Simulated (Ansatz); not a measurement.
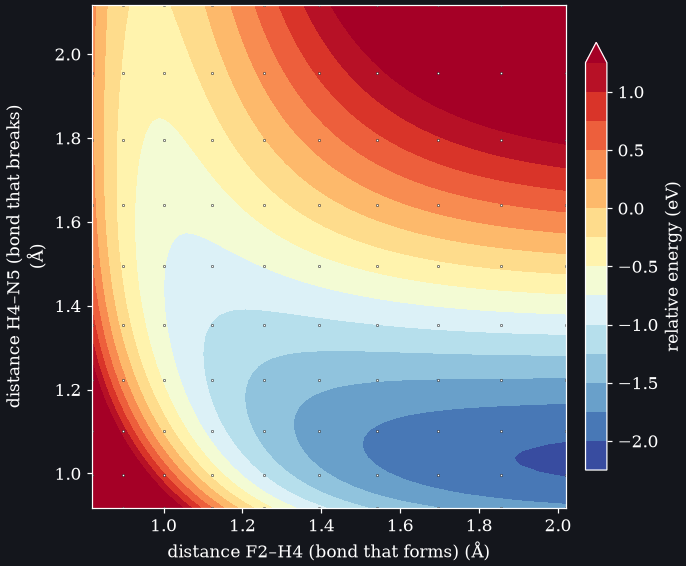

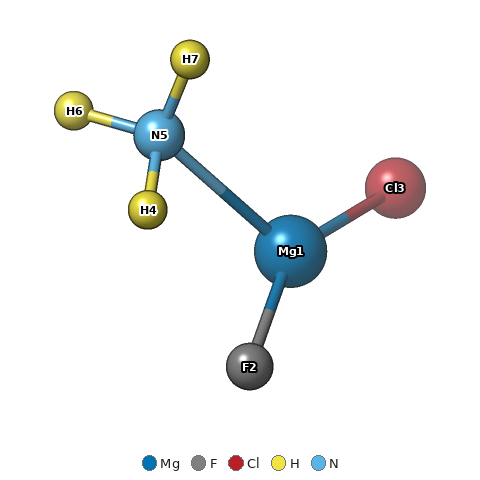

Energy landscape of the reacting system ClFH3MgN. Coordinates scanned: (1) distance F2–H4 (bond that forms); (2) distance H4–N5 (bond that breaks). Relaxed at each point: all other coordinates. The grid has 10 × 10 points. Points are written as (first, second). All energies are given in eV relative to a guessed transition structure relaxed with its forming and breaking bonds held. The reference is spin-restricted, so regions where a bond is pulled apart into radicals lie too high. Level of theory: Ansatz, RKS CAM-B3LYP-D4/def2-SVP.

In the figure: filled contours, dots at the grid points, one colour for all values above the top of the scale. Between grid points the surface is interpolated. The second picture is the structure at the lowest point.

**What does the map say about the system?**

The lowest grid point is at (2.019 Å, 0.995 Å), −2.01 eV from a guessed transition structure relaxed with its forming and breaking bonds held. It lies at the edge of the scanned range, so the true minimum may lie outside. The highest grid point, (0.819 Å, 0.918 Å), lies 7.79 eV above the lowest.

The whole map (100 points run) took 22 min on 1 thread of Arm Neoverse V1, with other jobs on the host.
